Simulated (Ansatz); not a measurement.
```xyz
11

B     0.2144   -0.9916   -0.5126
H    -1.0893    0.9071    2.8926
H     1.4005   -0.8314   -0.6183
Cl   -0.8684   -0.3241   -1.7691
N    -0.3325   -1.6851    0.5688
H    -1.3463   -1.8075    0.6216
C     0.4120   -2.2991    1.6616
H     0.2462   -3.3914    1.6982
H     1.4864   -2.1163    1.5097
H     0.1203   -1.8698    2.6375
H    -0.9382    0.5684    2.2392
```

All numbers below come from RKS PBE/6-31G* in Ansatz.

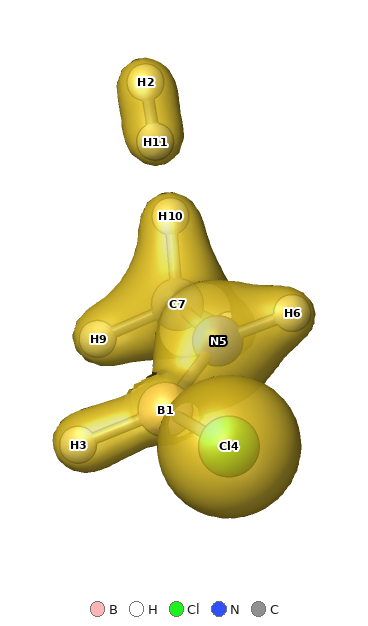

CH₅BClN···H₂. Isosurface of the electron density at 0.8 e/Å³ (yellow), seen at an oblique angle.

> What does this surface tell about the bonding?

At this value the surface falls into two separate pieces. It bridges the sampled B–N (1.40 Å), C–N (1.46 Å) and B–Cl (1.79 Å) contacts, where the density stays above the isovalue. It is pinched off along the sampled N···H (2.87 Å) contacts. On the grid the lowest density along these lines, outside the cores, is 0.04 e/Å³ (N···H, 2.87 Å), 1.5 e/Å³ (B–N, 1.40 Å), 1.8 e/Å³ (C–N, 1.46 Å) and 0.92 e/Å³ (B–Cl, 1.79 Å).
